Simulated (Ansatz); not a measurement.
**SiNH$_{7}$O$_{2}$: single-point calculation**

SiNH$_{7}$O$_{2}$, computed with RKS PBE0-D4/def2-TZVPP (Ansatz 0.2.0).

The geometry is a transition state. The reaction was set up to form Si1–O7 and N2–H6 and to break Si1–N2 and H6–O7 (atoms counted from 1 in the order of the input); sticks are drawn by distance alone. The geometry comes from this level: PBE0-D4/def2-TZVP.

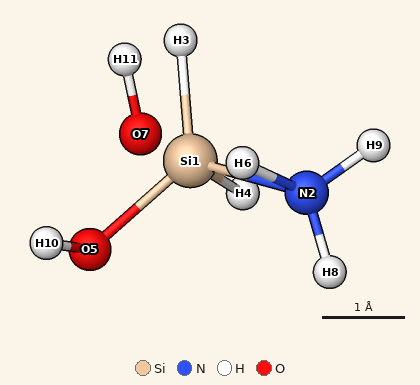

Fig. 1: The structure (ball-and-stick view, seen at an oblique angle; atoms are numbered from 1 in the order of the input).

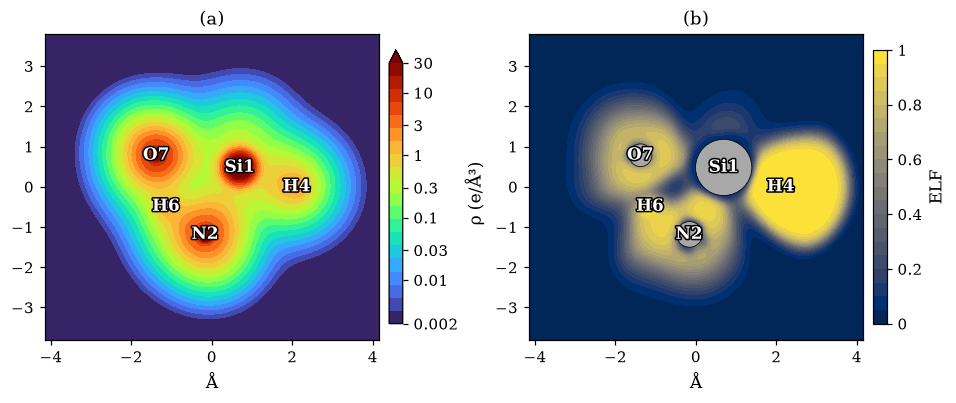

Fig. 2: (a) total electron density; (b) ELF on the plane of atoms N2, Si1 and H4. Grey discs, where drawn, cover atomic cores. The section cuts through Si, N, H and O sites. Si–N (1.87 Å): ρ is about 0.87 e/Å³ halfway; the ELF peaks at about 0.95 between the atoms (a shared but strongly polarised pair).

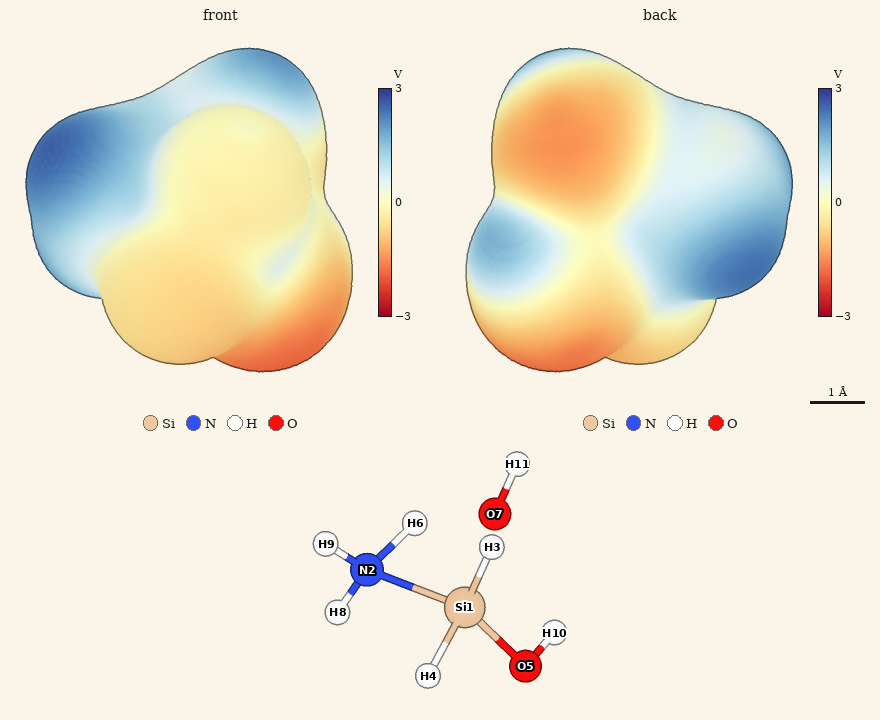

Fig. 3: The molecular electrostatic potential painted on the density surface at 0.002 e/bohr³, seen at a tilt and from behind; the colour scale runs from red (negative) to blue (positive). The bare structure is drawn below in the same view.

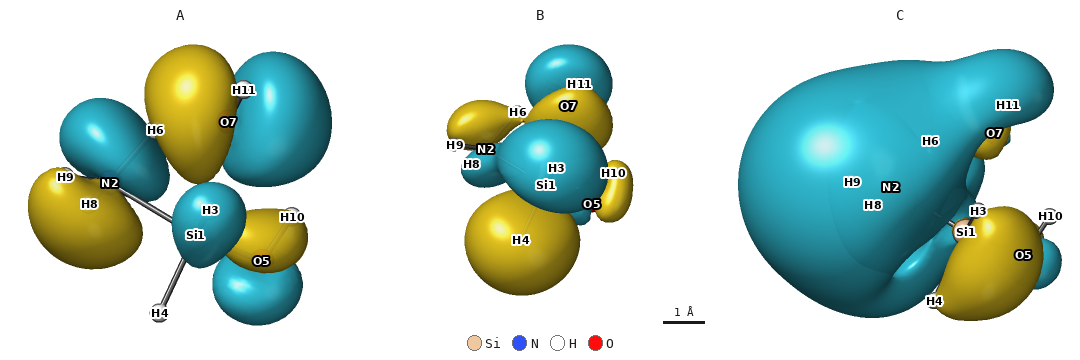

Fig. 4: Three frontier orbitals at ±0.06 Å⁻³ᐟ² (yellow and cyan are the two phases). A is the HOMO−1 (−8.15 eV). B is the HOMO (−7.54 eV). It lies mainly on O7 (30 %), H4 (25 %), Si1 (20 %) and H3 (15 %). C is the LUMO (0.45 eV). By Hirshfeld shares it lies mainly on H9 (25 %), H8 (20 %), N2 (15 %) and Si1 (15 %). The HOMO–LUMO gap is 7.99 eV between the orbital energies.

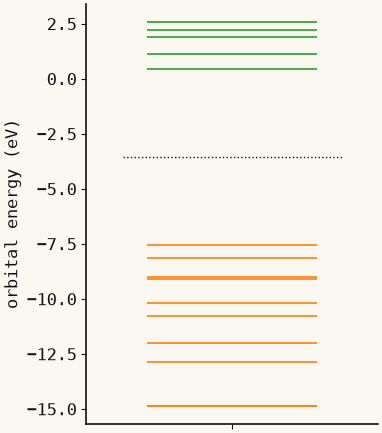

Fig. 5: Orbital energies near the frontier; the dotted line parts filled from empty levels, and levels within 0.02 eV of each other stand side by side. Highest filled −7.54 eV, lowest empty 0.45 eV, 7.99 eV apart.

The input and output of the run follow.

### Input file
```yaml
crystal:
  periodic: [false, false, false]
  atoms:
    - {symbol: Si, position_ang: [-0.597179, 0.540948, -0.148220]}
    - {symbol: N, position_ang: [-0.291592, -1.221492, 0.393296]}
    - {symbol: H, position_ang: [-0.658459, 0.603010, -1.634224]}
    - {symbol: H, position_ang: [-2.049337, 0.632378, 0.224822]}
    - {symbol: O, position_ang: [-0.055545, 1.723067, 0.855623]}
    - {symbol: H, position_ang: [0.818238, -0.958737, 0.020865]}
    - {symbol: O, position_ang: [1.431986, 0.101348, -0.412691]}
    - {symbol: H, position_ang: [-0.435906, -1.392915, 1.381137]}
    - {symbol: H, position_ang: [-0.793464, -1.920538, -0.140447]}
    - {symbol: H, position_ang: [0.901632, 1.800349, 0.783976]}
    - {symbol: H, position_ang: [1.729626, 0.092583, -1.324139]}
basis:
  gaussian: {orbitals: def2-TZVPP}
hamiltonian: {xc: pbe0, dispersion: d4}
output: {orbitals: {seedname: orbitals}}
```

Launched with:
```bash
ansatz run in.yaml --threads 4 --pin off --events-out ev --progress --plain --max-ram 9574MiB
```

### The program's output
```
Functional definition: PBE0
  name "PBE0"
  cite "Adamo & Barone, J. Chem. Phys. 110, 6158 (1999) doi:10.1063/1.478522"
  cite "Perdew, Burke & Ernzerhof, Phys. Rev. Lett. 77, 3865 (1996) doi:10.1103/PhysRevLett.77.3865"
  parent pbe
  parameter a = 0.25
  parameter kappa = 0.804
  parameter beta = 0.06672455060314922
  exchange = (1 - a)*pbe_x(kappa = kappa, mu = beta*pi^2/3) + a*exact_x
  correlation = pbe_c(beta = beta)
1161 factors; their error is unknown
mean field evaluation 1: about -13559.5622 eV, gradient 8.2e1 eV
mean field evaluation 2: about -13544.8015 eV, gradient 1.2e2 eV
mean field evaluation 4: about -13570.4405 eV, gradient 6.7e0 eV
mean field evaluation 8: about -13570.5179 eV, gradient 1.3e-1 eV
mean field evaluation 16: about -13570.5451 eV, gradient 6.0e-5 eV
mean field -13570.54509653 eV, -498.7083338516 hartree, gradient 6.0e-5 eV, S^2 0.000000; 0 other end points of the search recorded, 0 dependent functions left out
reference -13570.54512519 eV, -498.7083349047 hartree; 22, 22 occupied and 211, 211 virtual orbitals, 1161 factors
Total energy: -13570.70291900 eV, -498.7141337203 hartree
```

### Key numbers

| quantity | value |
| --- | --- |
| outcome | converged |
| total energy | −13570.7029 eV |
| mean-field energy | −13570.5451 eV |
| dispersion energy | −0.1578 eV |
| SCF solution under orbital rotations | stable |
| HOMO | −7.54 eV |
| LUMO | 0.45 eV |
| hardware | 4 threads of Arm Neoverse N1, 23 GiB of memory available, shared host |
| wall time | 3.6 s (CPU time 13 s) |
| peak memory | 0.49 GiB |
